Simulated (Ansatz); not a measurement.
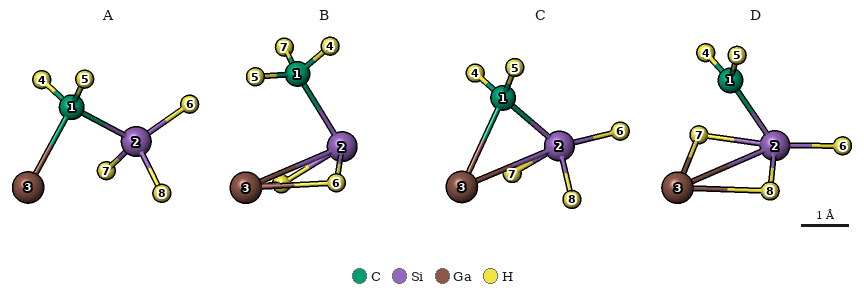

4 geometries from a converged minimum-energy path of CH5GaSi, shuffled. The picture is a ball-and-stick view, seen at a tilt.

Method: Ansatz, RKS BHLYP/def2-SVP. Set-up: 5 movable images; climbing image; force threshold 0.05 eV/Å; iteration limit 60; starting path through a guess of the saddle point.

One of them is the converged climbing image. Which?

D. In order along the path, whose images run from 0 to 6: A (image 1, +0.14 eV), C (image 2, +0.67 eV), D (image 4, +3.72 eV), B (image 6, +0.78 eV). Breaking: C1–Ga3 (2.05 → 2.70 at the top → 2.82 Å), Si2–H7 (1.49 → 1.66 at the top → 2.51 Å). Forming: C1–H7 (2.76 → 1.53 at the top → 1.09 Å).
